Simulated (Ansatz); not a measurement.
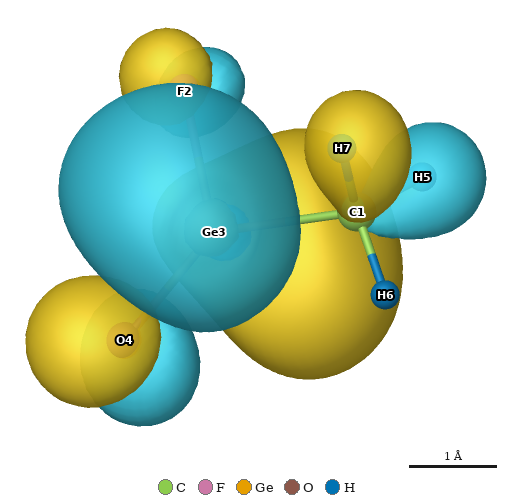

The picture shows: CH$_{3}$FGeO (SMILES [CH3][Ge](=[O])[F]). One frontier orbital at ±0.08 Å⁻³ᐟ² (yellow and cyan are the two phases), seen at a tilt.

Geometry: PBE0-D3(BJ)/pcseg-1.

Computed with isolated molecule in a Gaussian basis; Kohn-Sham density functional theory, functional PBE0 in Ansatz 0.2.0.

Input file:

```
crystal:
  periodic: [false, false, false]
  atoms:
    - {symbol: C, position_ang: [0.466128, 0.170975, 0.776679]}
    - {symbol: F, position_ang: [0.829559, -2.560477, 1.682711]}
    - {symbol: Ge, position_ang: [-0.099393, -1.649614, 0.484400]}
    - {symbol: O, position_ang: [-1.139633, -2.413603, -0.531208]}
    - {symbol: H, position_ang: [0.269688, 0.429827, 1.821965]}
    - {symbol: H, position_ang: [-0.071996, 0.842790, 0.103848]}
    - {symbol: H, position_ang: [1.544644, 0.229145, 0.597589]}
basis:
  gaussian: {orbitals: def2-TZVPD}
hamiltonian: {xc: {name: PBE0}}
output: {forces: true, orbitals: {seedname: orbitals}}
```

Command:

```sh
ansatz run input.yaml --threads 2 --pin off --max-ram 4350MiB --events-out events.jsonl --progress --plain --runs-dir runs
```

> Which orbital is it: HOMO or LUMO?

The LUMO, at −1.65 eV. It lies mainly on Ge3 (about 65 %), O4 (about 15 %) and C1 (about 5 %).
